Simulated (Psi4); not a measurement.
# NSF3 (thiazyl trifluoride): r2SCAN/def2-SV(P) (sweep point 1)

What is the vertical electron affinity of NSF3 (thiazyl trifluoride) at r2SCAN/def2-SV(P) (sweep point 1)? 

The results are computed with Psi4 1.11.

**1. The molecule**

NSF3 has 5 atoms, charge 0, and is taken as a singlet. As SMILES, `N#S(F)(F)F`. The shape is that of a PBE0-D4/def2-TZVP optimisation.

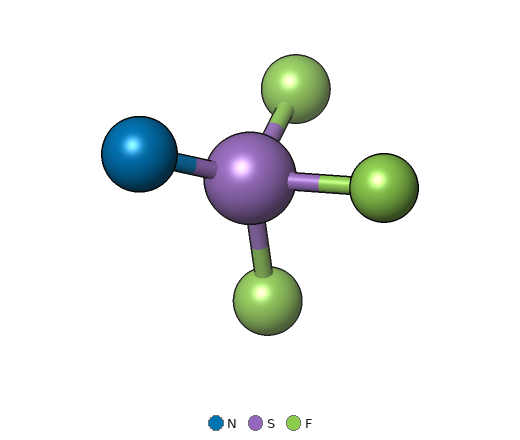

The structure, seen from a chosen angle (nitrogen blue, sulfur purple, fluorine green).

**2. The energy at r2SCAN/def2-SV(P) (sweep point 1)**

input.in reads:

```
memory 1.6 GB

molecule system {
  0 1
  N     -0.349630    -0.004150     1.591380
  S     -0.047340    -0.000560     0.215490
  F      1.023370    -0.939300    -0.408980
  F     -1.108620    -0.317610    -0.875740
  F      0.482210     1.261610    -0.522150
  symmetry c1
}

set {
  puream true
  scf_type pk
  dft_radial_points 99
  dft_spherical_points 590
}

energy("r2scan/def2-SV(P)")
```

On the command line:

```console
psi4 -n 1 input.in input.out
```

input.out:

```text
[...]
  Running in c1 symmetry.
[...]
  Nuclear repulsion =  284.226728899419811
[...]
  Multiplicity = 1
[...]
  Nalpha       = 25
  Nbeta        = 25
[...]
    Number of basis functions: 74
[...]
   @RKS iter   1:  -751.33419114845674    8.05066e-01   1.29097e-02 DIIS/ADIIS
[...]
   @RKS iter   9:  -751.73471964714690   -6.53046e-08   3.32388e-07 DIIS
[...]
    Orbital Energies [Eh]
    ---------------------
    Doubly Occupied:
       1A    -88.823290     2A    -24.581925     3A    -24.581678
       4A    -24.581673     5A    -14.196486     6A     -8.129876
       7A     -6.078466     8A     -6.078466     9A     -6.076967
      10A     -1.316994    11A     -1.224900    12A     -1.224897
      13A     -0.936784    14A     -0.700796    15A     -0.603993
      16A     -0.603991    17A     -0.515229    18A     -0.493757
      19A     -0.493756    20A     -0.448720    21A     -0.448718
      22A     -0.431998    23A     -0.365603    24A     -0.311228
      25A     -0.311226
[...]
  @RKS Final Energy:  -751.73471964714690
   => Energetics <=
    Nuclear Repulsion Energy =            284.2267288994198111
    One-Electron Energy =               -1603.8778924060286499
    Two-Electron Energy =                 631.8124368366808312
    DFT Exchange-Correlation Energy =     -63.8959929772189597
    Empirical Dispersion Energy =           0.0000000000000000
    VV10 Nonlocal Energy =                  0.0000000000000000
    Total Energy =                       -751.7347196471469033
[...]
 Multipole Moments:
 ------------------------------------------------------------------------------------
     Multipole            Electronic (a.u.)      Nuclear  (a.u.)        Total (a.u.)
 ------------------------------------------------------------------------------------
 L = 1.  Multiply by 2.5417464519 to convert [e a0] to [Debye]
 Dipole X            :          0.5023409           -0.3438495            0.1584915
 Dipole Y            :          0.0059694           -0.0040747            0.0018947
 Dipole Z            :         -2.2865018            1.5651108           -0.7213910
 Magnitude           :                                                    0.7385987
[...]
```

Wall time 21 s (1 thread of Intel Xeon at 2.70GHz, shared host); peak memory 0.89 GiB.

**3. The doublet anion at the same level**

job.inp reads:

```
memory 1600 mb

molecule {
  -1 2
  N     -0.349630    -0.004150     1.591380
  S     -0.047340    -0.000560     0.215490
  F      1.023370    -0.939300    -0.408980
  F     -1.108620    -0.317610    -0.875740
  F      0.482210     1.261610    -0.522150
  symmetry c1
}

set {
  basis def2-SV(P)
  reference uks
  puream true
  scf_type pk
  dft_radial_points 99
  dft_spherical_points 590
  maxiter 100
}

e, wfn = energy('r2scan', return_wfn=True)
```

On the command line:

```console
psi4 -i job.inp -o job.out -n 1
```

job.out:

```text
[...]
  Running in c1 symmetry.
[...]
  Nuclear repulsion =  284.226728899419811
[...]
  Multiplicity = 2
[...]
  Nalpha       = 26
  Nbeta        = 25
[...]
    Number of basis functions: 74
[...]
   @UKS iter   1:  -751.22691486374947    9.12343e-01   1.36760e-02 ADIIS/DIIS
[...]
   @UKS iter  11:  -751.65924521533975   -6.65409e-09   5.72884e-07 DIIS
[...]
   @S^2 Observed:                7.570384483E-01
[...]
    Orbital Energies [Eh]
    ---------------------
    Alpha Occupied:
       1A    -88.447668     2A    -24.263029     3A    -24.262779
       4A    -24.262774     5A    -13.869857     6A     -7.765078
       7A     -5.713718     8A     -5.713718     9A     -5.712951
      10A     -1.009268    11A     -0.923117    12A     -0.923113
      13A     -0.629707    14A     -0.408630    15A     -0.313264
      16A     -0.313263    17A     -0.223206    18A     -0.201892
      19A     -0.201889    20A     -0.157474    21A     -0.157472
      22A     -0.139798    23A     -0.084429    24A     -0.018358
      25A     -0.018356    26A      0.216359
    Alpha Virtual:
[...]
  @UKS Final Energy:  -751.65924521533975
   => Energetics <=
    Nuclear Repulsion Energy =            284.2267288994198111
    One-Electron Energy =               -1619.5321914725100214
    Two-Electron Energy =                 648.0551181276570105
    DFT Exchange-Correlation Energy =     -64.4089007699065945
    Empirical Dispersion Energy =           0.0000000000000000
    VV10 Nonlocal Energy =                  0.0000000000000000
    Total Energy =                       -751.6592452153397517
[...]
 Multipole Moments:
 ------------------------------------------------------------------------------------
     Multipole            Electronic (a.u.)      Nuclear  (a.u.)        Total (a.u.)
 ------------------------------------------------------------------------------------
 L = 1.  Multiply by 2.5417464519 to convert [e a0] to [Debye]
 Dipole X            :          0.6122921           -0.3438495            0.2684426
 Dipole Y            :          0.0072568           -0.0040747            0.0031822
 Dipole Z            :         -2.7868784            1.5651108           -1.2217677
 Magnitude           :                                                    1.2509148
[...]
```

Wall time 32 s (1 thread of Intel Xeon at 2.70GHz, shared host); peak memory 0.89 GiB.

**4. What came out**

Level: r2SCAN/def2-SV(P) (sweep point 1).

| quantity | value |
| --- | --- |
| singlet NSF3: total energy | -751.73472 Eh |
| singlet NSF3: dipole moment | 1.88 D |
| singlet NSF3: HOMO energy | -8.47 eV |
| singlet NSF3: LUMO energy | -1.77 eV |
| singlet NSF3: HOMO–LUMO gap | 6.70 eV |
| doublet anion: total energy | -751.65925 Eh |
| doublet anion: HOMO energy (highest over α and β) | 5.89 eV |
| doublet anion: LUMO energy (lowest over α and β) | 7.46 eV |
| doublet anion: ⟨S²⟩ | 0.757 |
| vertical electron affinity (to the doublet anion) | -2.054 eV |

**Reading.** The anion lies 2.05 eV (47 kcal/mol) above the neutral: the electron isn't bound at this level, and such a value depends on the basis. Without diffuse functions anions come out too high. The HOMO (doublet anion) lies at positive energy, 5.89 eV, as semi-local functionals often give for anions; only total energies tell whether the electron is bound.
